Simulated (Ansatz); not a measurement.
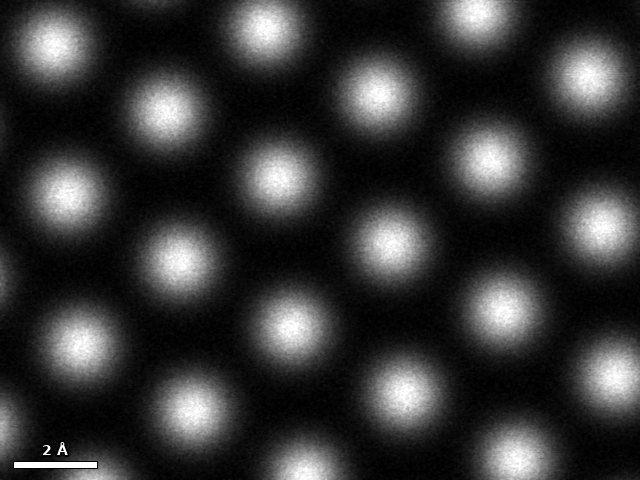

HAADF-like image of Ce (Fm-3m, No. 225). Simulated incoherent Z contrast: every atom adds Z^1.7 spread by a probe of 1.30 Å full width; channelling and multiple scattering are left out. The probe carries 15 % of its weight in a tail 2.5 times as wide. Shot noise and a slight drift were added. Structure: the input geometry of a calculation.

```cif
data_structure
_symmetry_space_group_name_H-M 'Fm-3m'
_symmetry_Int_Tables_number 225
_cell_length_a 5.1600
_cell_length_b 5.1600
_cell_length_c 5.1600
_cell_angle_alpha 90.000
_cell_angle_beta 90.000
_cell_angle_gamma 90.000
_cell_volume 137.39
loop_
_atom_site_label
_atom_site_type_symbol
_atom_site_symmetry_multiplicity
_atom_site_Wyckoff_symbol
_atom_site_fract_x
_atom_site_fract_y
_atom_site_fract_z
_atom_site_occupancy
Ce1 Ce 4 a 0.00000 0.00000 0.00000 1
```

Along which zone axis is the crystal seen: [111], [210] or [110]? (Directions equivalent by symmetry count as one.)

Answer. [110]. The projected cells are 2.11 × 2.11 Å, 120° for [111]; 1.15 × 2.58 Å, 90° for [210]; 3.16 × 3.16 Å, 109° for [110], and the image repeats as the [110] one does.
